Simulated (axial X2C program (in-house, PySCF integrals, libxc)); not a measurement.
# BrS⁻: properties at the nuclei

Wanted for BrS⁻: properties at the nuclei, at the two-component level.

The runs use an in-house X2C program for linear molecules on PySCF integrals; two-component X2C with atomic mean-field terms, Br dyall-acv3z, S dyall-av3z.

All values are calculated.

## Step 1: Input

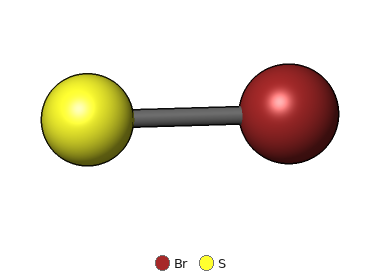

The two atoms at 2.170 Å (bromine red, sulfur yellow).

File task.json:

```json
{"zs": [35, 16], "q": -1, "bas": ["dyall-acv3z", "dyall-av3z"], "r0": 2.17, "levels": ["PBE0", "HF", "LDA", "B3LYP", "PBE50"], "nst": 3}
```

Keys: zs atomic numbers; q charge; bas basis sets; r0 starting distance in Å; levels methods (HF also brings MP2); nst determinants followed.

The run is started by

```bash
$ python soeom.py task.json out
```

After this run come: Expectation values, lowest determinant; Expectation values, a higher determinant; Expectation values, a higher determinant.

**Question.** What will these runs give? Wanted: lowest determinant; qzz Br; qzz S; higher determinant; Eeff magnitude; Ws magnitude Br; A∥/gI Br (for each run or level that gives them).

The runs gave:

```
                                        quantity                                            value
                              lowest determinant                             Ω = 0 (closed shell)
                             qzz Br (a.u.), PBE0                                             7.16
                              qzz S (a.u.), PBE0                                             4.72
                              higher determinant   Ω = 2 (excess of +ω over −ω: ω = 1/2, ω = 3/2)
Eeff magnitude (GV/cm), PBE0, higher determinant                                             3.25
 Ws magnitude Br (kHz), PBE0, higher determinant                                            0.797
        A∥/gI Br (MHz), PBE0, higher determinant                                              420
         qzz Br (a.u.), PBE0, higher determinant                                             3.33
                              higher determinant  Ω = 1 (excess of +ω over −ω: ω = -1/2, ω = 3/2)
Eeff magnitude (GV/cm), PBE0, higher determinant                                             3.25
 Ws magnitude Br (kHz), PBE0, higher determinant                                             1.56
        A∥/gI Br (MHz), PBE0, higher determinant                                             -480
         qzz Br (a.u.), PBE0, higher determinant                                             3.66
```

In words: The expectation values come from single determinants, which for open shells can mix terms of unlike spin or miss the lowest Ω, so a determinant need not be a state. Eeff is the effective electric field on the electron dipole moment in this Ω state and Ws the scalar–pseudoscalar constant (defined with the proton number Z and per Ω); A∥ is the parallel hyperfine constant, which follows by multiplying with the nuclear g factor gI = μI/(I μN); qzz is the electric field gradient, eQq0 = 234.96 MHz × Q/barn × qzz. The operators were transformed with the bare-nucleus X2C matrices.
